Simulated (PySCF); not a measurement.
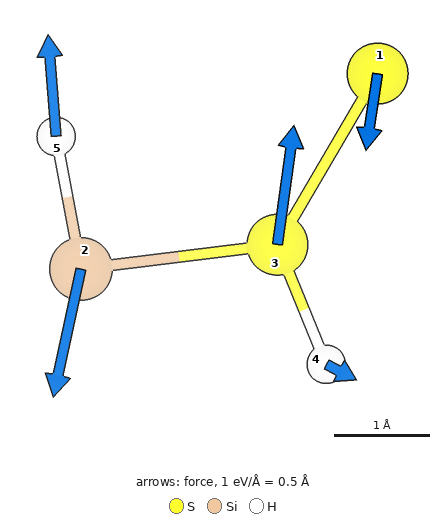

Starting geometry of SiH₂S₂ with the computed forces as blue arrows. Style: ball-and-stick. Shown face on.

It is one of the separated reactants of a reaction.

Theory: PySCF 2.14.0, RKS PBE-D4/def2-SVP, density fitting. 

> What follows when this structure is relaxed?

It isn't relaxed: the largest force vector, on Si2, is 2.80 eV/Å. The final displacements follow the starting forces only in part (cosine between the two patterns 0.54). Over 7 geometry steps the energy falls by 44.5 kJ/mol. S1 moves most after the best rigid fit: 0.22 Å. By element the largest moves are S 0.22 Å, H 0.18 Å, Si 0.13 Å. Near-neighbour distances that change, for instance: S1–S3 2.100 → 1.978 Å, Si2–H5 1.420 → 1.540 Å, Si2–S3 2.096 → 2.156 Å, S3–H4 1.360 → 1.381 Å. Among the angles between lasting bonds that change: S1–S3–H4 127.4° → 111.9°, S1–S3–Si2 127.7° → 142.1°, S3–Si2–H5 93.3° → 87.2°. Cost: 40 s on 2 threads of Oxide Virtual Turin-like, on a shared host.
